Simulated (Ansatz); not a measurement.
## Geometry relaxation of Si2H6

- system: Si2H6
- method: RKS PBE/def2-SVP (Ansatz 0.2.0)

It belongs to a series of runs on one base structure; here: end point A relaxed. Figures and captions count atoms from 1; the log counts them from 0 in places.

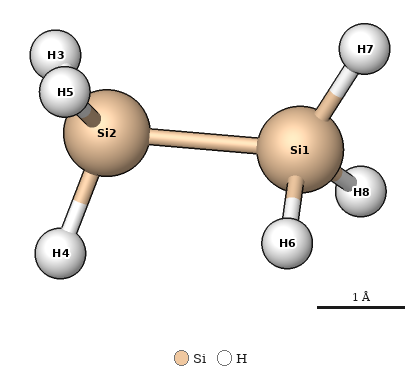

The input geometry (ball-and-stick view, seen at a tilt; atoms are numbered from 1 in the order of the input).

Input file
```yaml
crystal:
  periodic: [false, false, false]
  atoms:
    - { symbol: Si, position_ang: [0.253302, 0.003667, 0.014418] }
    - { symbol: Si, position_ang: [0.960198, -0.0198, 2.144127] }
    - { symbol: H, position_ang: [-0.030421, -0.323148, 3.238398] }
    - { symbol: H, position_ang: [2.06272, -1.043743, 2.219016] }
    - { symbol: H, position_ang: [1.567794, 1.329324, 2.427732] }
    - { symbol: H, position_ang: [1.644025, 0.124599, -0.445155] }
    - { symbol: H, position_ang: [-0.558893, 1.192065, -0.41402] }
    - { symbol: H, position_ang: [-0.376525, -1.262964, -0.490617] }
basis:
  gaussian: { orbitals: def2-SVP }
hamiltonian:
  xc: pbe
relax:
  f_tol: 0.03
  max_steps: 50
output:
  orbitals: {}
```

Launched with:
```bash
ansatz run input.yaml --threads 1 --pin off --max-ram 2048MiB --backend cpu --events-out ev --progress --plain --runs-dir out
```

Log
```
The last accepted step is kept in [file] (removed where the run ends without a failure and the disk answers)
Engine: ansatz 0.2.0, x86_64-unknown-linux-gnu
Functional definition: PBE
  parameter kappa = 0.804
  parameter beta = 0.06672455060314922
  exchange = pbe_x(kappa = kappa, mu = beta*pi^2/3)
  correlation = pbe_c(beta = beta)
740 factors; their error is unknown
mean field evaluation 1: about -15837.7382 eV, gradient 1.4e1 eV
mean field evaluation 2: about -15838.4680 eV, gradient 6.8e0 eV
mean field evaluation 4: about -15838.6744 eV, gradient 2.8e-1 eV
mean field evaluation 8: about -15838.6083 eV, gradient 1.2e-1 eV
mean field -15838.60830626 eV, -582.0581194608 hartree, gradient 4.4e-5 eV, S^2 0.000000; 0 other end points of the search recorded, 0 dependent functions left out
the calculation of the forces begins
reference -15838.60833967 eV, -582.0581206886 hartree; 17, 17 occupied and 49, 49 virtual orbitals, 740 factors
relax step   1: F+E_penalty+E_count = -15838.60830626 eV  Δ(F+E_penalty+E_count) = +0.000e0 eV  max|allowed force component| = 1.455e0 eV/Å  Δτ_max = 0.0000 Å  (22 SCF iters, accepted)
these checks for a lower state are left out or cut short: starts, cluster_reference, orbital_swaps, neighbouring_geometries, increment
740 factors; their error is unknown
mean field evaluation 16: about -15838.8000 eV, gradient 3.5e0 eV
mean field -15838.76668956 eV, -582.0639399397 hartree, gradient 8.0e-6 eV, S^2 0.000000; 0 other end points of the search recorded, 0 dependent functions left out
the calculation of the forces begins
reference -15838.76672342 eV, -582.0639411838 hartree; 17, 17 occupied and 49, 49 virtual orbitals, 740 factors
relax step   2: F+E_penalty+E_count = -15838.76668956 eV  Δ(F+E_penalty+E_count) = -1.584e-1 eV  max|allowed force component| = 2.830e-1 eV/Å  Δτ_max = 0.1966 Å  (23 SCF iters, accepted)
these checks for a lower state are left out or cut short: starts, cluster_reference, orbital_swaps, neighbouring_geometries, increment
740 factors; their error is unknown
mean field -15838.83172668 eV, -582.0663300098 hartree, gradient 1.4e-5 eV, S^2 0.000000; 0 other end points of the search recorded, 0 dependent functions left out
the calculation of the forces begins
reference -15838.83176042 eV, -582.0663312495 hartree; 17, 17 occupied and 49, 49 virtual orbitals, 740 factors
relax step   3: F+E_penalty+E_count = -15838.83172668 eV  Δ(F+E_penalty+E_count) = -6.504e-2 eV  max|allowed force component| = 9.674e-2 eV/Å  Δτ_max = 0.2000 Å  (23 SCF iters, accepted)
these checks for a lower state are left out or cut short: starts, cluster_reference, orbital_swaps, neighbouring_geometries, increment
740 factors; their error is unknown
mean field evaluation 32: about -15838.8428 eV, gradient 1.2e-1 eV
mean field -15838.84286989 eV, -582.0667395152 hartree, gradient 9.6e-6 eV, S^2 0.000000; 0 other end points of the search recorded, 0 dependent functions left out
the calculation of the forces begins
reference -15838.84290351 eV, -582.0667407509 hartree; 17, 17 occupied and 49, 49 virtual orbitals, 740 factors
relax step   4: F+E_penalty+E_count = -15838.84286989 eV  Δ(F+E_penalty+E_count) = -1.114e-2 eV  max|allowed force component| = 1.544e-2 eV/Å  Δτ_max = 0.0993 Å  (23 SCF iters, accepted)
```

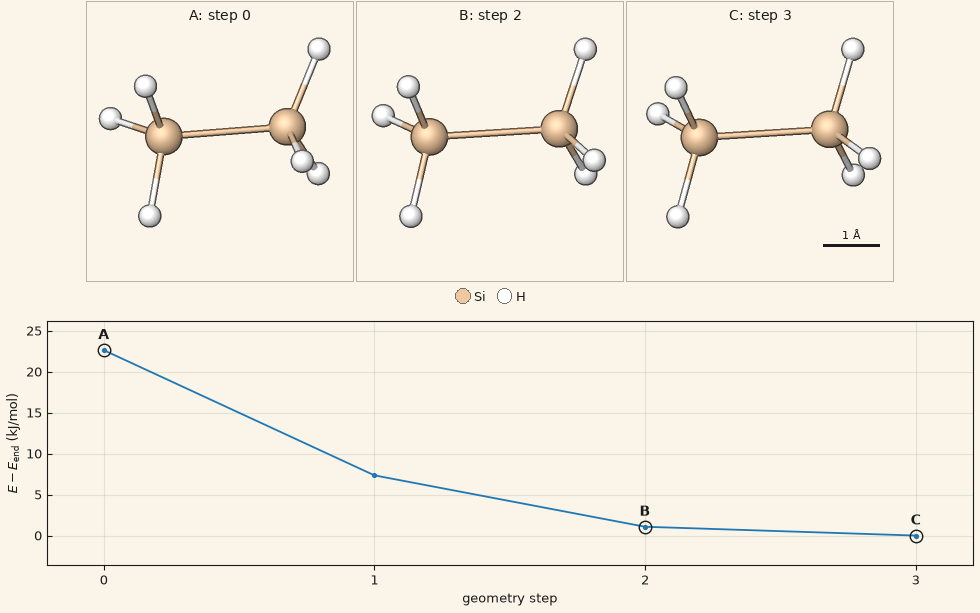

Frames of the relaxation (ball-and-stick view, seen at a tilt) above the curves, on which the letters mark them (the first geometry is step 0 here and step 1 in the log).

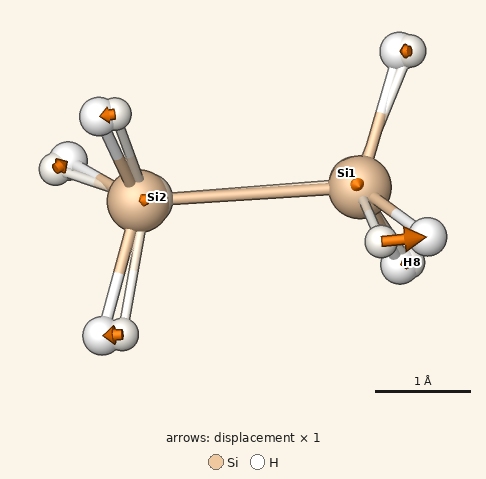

Start (faint) and end (solid) with the displacements as orange arrows, at true length (ball-and-stick view, seen at a tilt). The two geometries are laid on each other by the best rigid fit. After 3 geometry steps the energy has fallen by 22.6 kJ/mol. Largest force component: 1.5 eV/Å at the start, 0.015 eV/Å at the end. The atom that moves furthest after the best rigid fit is H6 (0.49 Å). By element the largest moves are H 0.49 Å, Si 0.11 Å. Among the contacts that change: Si1–Si2 2.244 → 2.355 Å, Si1–H6 1.470 → 1.505 Å. Among the angles that change: Si2–Si1–H6 90.0° → 109.6°, Si1–Si2–H3 119.0° → 111.0°, Si2–Si1–H7 116.7° → 110.6°. (Atoms are counted from 1 in the order of the input.)

```
740 factors; their error is unknown
mean field -15838.84286989 eV, -582.0667395152 hartree, gradient 9.6e-6 eV, S^2 0.000000; 1 other end points of the search recorded, 0 dependent functions left out
the calculation of the forces begins
reference -15838.84290351 eV, -582.0667407509 hartree; 17, 17 occupied and 49, 49 virtual orbitals, 740 factors
Total energy: -15838.84290351 eV, -582.0667407509 hartree
Atom 0 at     0.352496     0.012476    -0.041347 Å, force     0.006278     0.000994     0.014949 eV/Å
Atom 1 at     1.019276    -0.013912     2.217294 Å, force     0.000040     0.000031    -0.015444 eV/Å
Atom 2 at    -0.153783    -0.281837     3.121787 Å, force    -0.008781     0.002394    -0.003127 eV/Å
Atom 3 at     2.050544    -1.088743     2.435780 Å, force     0.002269    -0.004885     0.007529 eV/Å
Atom 4 at     1.621884     1.314179     2.590653 Å, force     0.006097     0.003020     0.007032 eV/Å
Atom 5 at     1.560348     0.183072    -0.923515 Å, force     0.001148     0.003447    -0.013230 eV/Å
Atom 6 at    -0.596482     1.152139    -0.299832 Å, force    -0.006476     0.001341     0.002240 eV/Å
Atom 7 at    -0.332083    -1.277374    -0.406922 Å, force    -0.000576    -0.006342     0.000051 eV/Å
Dipole moment:    -0.003393    -0.000547     0.000881 e Å
```

Trajectory as extended XYZ (Å, eV, eV/Å), 4 frames, from step=1 to step=4
```
8
Properties=species:S:1:pos:R:3:forces:R:3 step=1 energy=-15838.60831
Si    0.2533    0.0037    0.0144   -0.6477  -0.0367  -0.6525
Si    0.9602   -0.0198    2.1441    0.0461  -0.0587   1.4553
H    -0.0304   -0.3231    3.2384   -0.0062   0.0140   0.0063
H     2.0627   -1.0437    2.2190   -0.0002  -0.0188  -0.0107
H     1.5678    1.3293    2.4277    0.0218   0.0189  -0.0154
H     1.6440    0.1246   -0.4452    0.5601   0.0857  -0.8002
H    -0.5589    1.1921   -0.4140   -0.0003   0.0175   0.0213
H    -0.3765   -1.2630   -0.4906    0.0264  -0.0220  -0.0042
8
Properties=species:S:1:pos:R:3:forces:R:3 step=2 energy=-15838.76669
Si    0.2876    0.0055   -0.0013   -0.0287   0.0040  -0.2830
Si    0.9424   -0.0238    2.2183    0.2342   0.0277   0.2373
H    -0.0536   -0.3253    3.3016   -0.0711   0.0055  -0.0413
H     2.0494   -1.0479    2.2495   -0.0293  -0.0091   0.1242
H     1.5653    1.3288    2.4568   -0.0192  -0.0225   0.1035
H     1.6448    0.1363   -0.6414   -0.0361   0.0108  -0.1938
H    -0.5518    1.1869   -0.4025   -0.0342   0.0007   0.0347
H    -0.3619   -1.2605   -0.4872   -0.0155  -0.0171   0.0186
8
Properties=species:S:1:pos:R:3:forces:R:3 step=3 energy=-15838.83173
Si    0.3270    0.0081   -0.0295    0.0333   0.0162  -0.0967
Si    0.9919   -0.0182    2.2208    0.0690   0.0006   0.0676
H    -0.1150   -0.3056    3.1995   -0.0277   0.0043  -0.0461
H     2.0625   -1.0666    2.3795   -0.0165  -0.0057   0.0291
H     1.5961    1.3215    2.5515   -0.0067  -0.0005   0.0245
H     1.5941    0.1575   -0.8337   -0.0447   0.0016  -0.0402
H    -0.5779    1.1691   -0.3462   -0.0062  -0.0053   0.0314
H    -0.3566   -1.2658   -0.4479   -0.0004  -0.0112   0.0304
8
Properties=species:S:1:pos:R:3:forces:R:3 step=4 energy=-15838.84287
Si    0.3525    0.0125   -0.0413    0.0063   0.0010   0.0149
Si    1.0193   -0.0139    2.2173    0.0000   0.0000  -0.0154
H    -0.1538   -0.2818    3.1218   -0.0088   0.0024  -0.0031
H     2.0505   -1.0887    2.4358    0.0023  -0.0049   0.0075
H     1.6219    1.3142    2.5907    0.0061   0.0030   0.0070
H     1.5603    0.1831   -0.9235    0.0011   0.0034  -0.0132
H    -0.5965    1.1521   -0.2998   -0.0065   0.0013   0.0022
H    -0.3321   -1.2774   -0.4069   -0.0006  -0.0063   0.0001
```

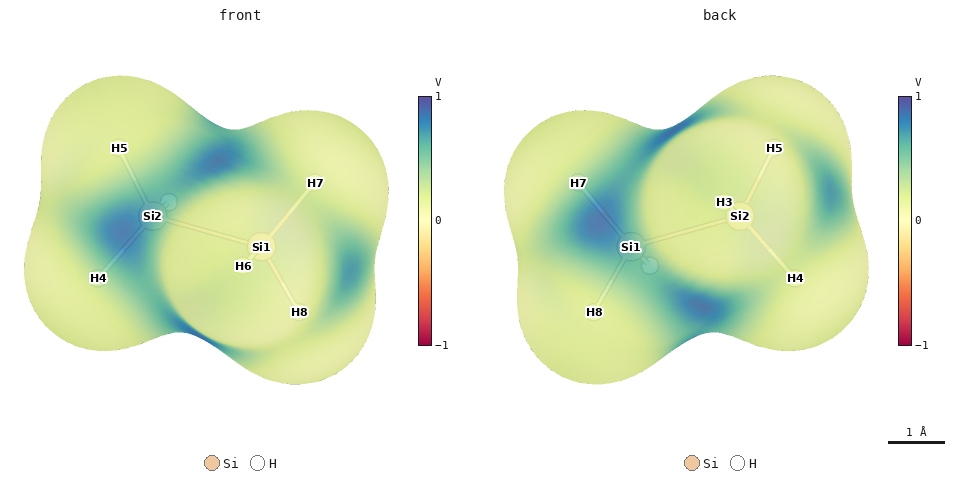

The molecular electrostatic potential painted on the density surface at 0.002 e/bohr³, seen at a tilt and from behind; the colour scale runs from red (negative) to blue (positive).

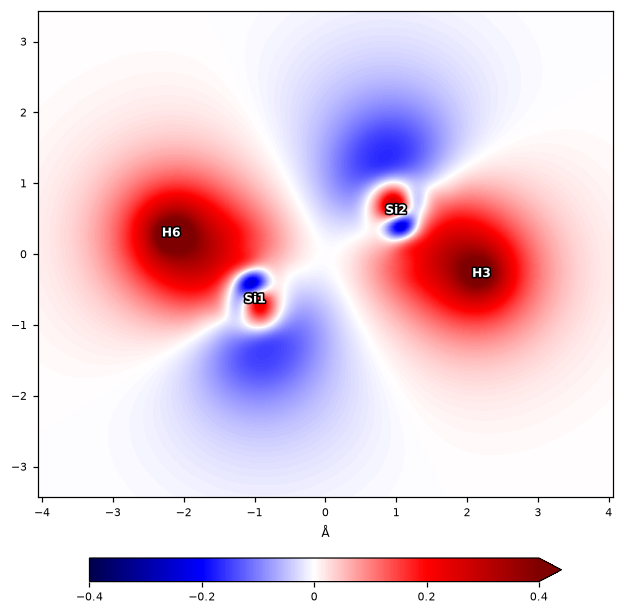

The HOMO−1 on the plane of atoms Si2, Si1 and H6 (values in Å⁻³ᐟ²; the overall sign is arbitrary). By Hirshfeld shares it lies mainly on Si1 (20 %), Si2 (20 %), H4 (15 %), H6 (15 %) and H7 (15 %). Its energy is −8.18 eV.

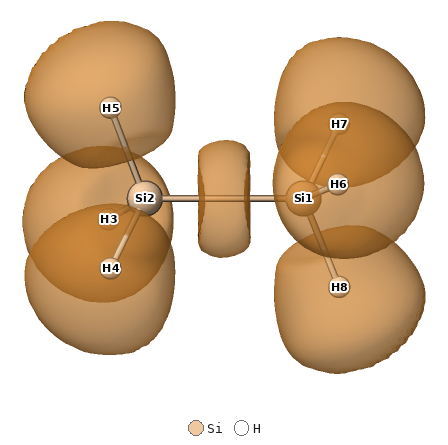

Isosurface of the ELF at 0.75 (orange), seen face on. Only the valence region is drawn (cores and ρ < 0.01 e/Å³ removed). Along the contacts the grid gives the following. Si–Si (2.36 Å): the ELF peaks at about 1 between the atoms, which marks a covalent bond. Si–H (1.51 Å): the ELF climbs to about 1 towards the hydrogen, as it does in any bond to H.

Results in brief

| quantity | value |
| --- | --- |
| outcome | converged |
| total energy | −15838.8429 eV |
| mean-field energy | −15838.8429 eV |
| largest force (length of the vector) at the end | 0.016 eV/Å |
| hardware | 1 thread of AMD EPYC (Zen 3), 192 GiB of memory available, shared host |
| wall time | 6.1 s |
| peak memory | 0.12 GiB |
